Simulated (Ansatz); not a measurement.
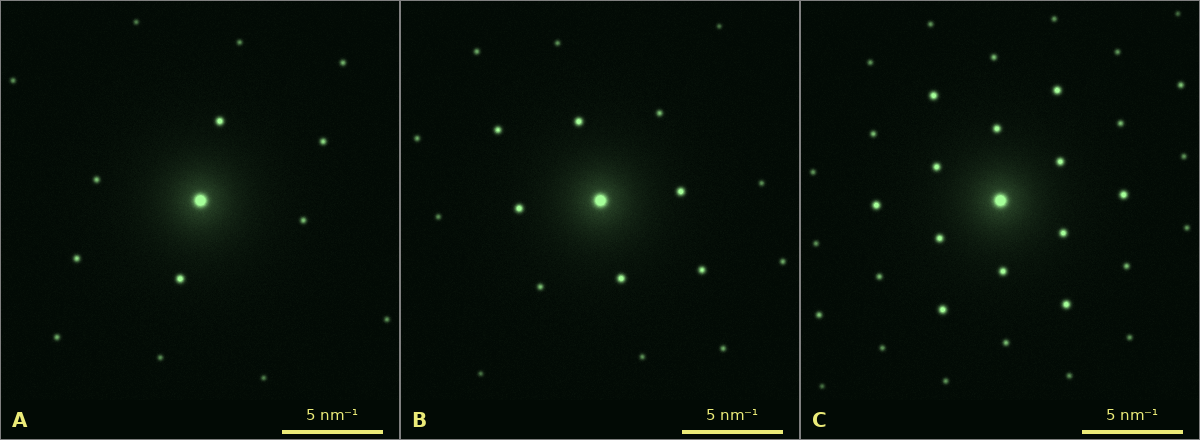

Simulated selected-area electron diffraction patterns (300 kV, kinematic approximation, thin crystal, B = 0.5 Å² for all atoms).

All three come from Zr, space group P6_3/mmc (No. 194), a = 3.233 Å, c = 5.166 Å (hexagonal axes). Structure: coordinates from a relaxation at fixed volume with Ansatz 0.2.0, DFT PBE, spin-orbit coupling, plane waves, PAW.

```
Zr
1.0
     3.23262    0.00000    0.00000
    -1.61631    2.79953    0.00000
     0.00000    0.00000    5.16624
Zr
2
Direct
  0.33333 0.66667 0.75000
  0.66667 0.33333 0.25000
```

Assign the zone axes [001], [211], [311] to A, B and C.

Answer. A is [311]: oblique net of 0 -1 1 at d = 2.46 Å and -1 1 2 at d = 1.90 Å, at 87.0°. B is [211]: centred rectangular net of 0 1 -1 at d = 2.46 Å and -1 1 1 at d = 2.46 Å, at 80.8°. C is [001]: hexagonal net of 1 -1 0 at d = 2.80 Å and 1 0 0 at d = 2.80 Å, at 60.0°.
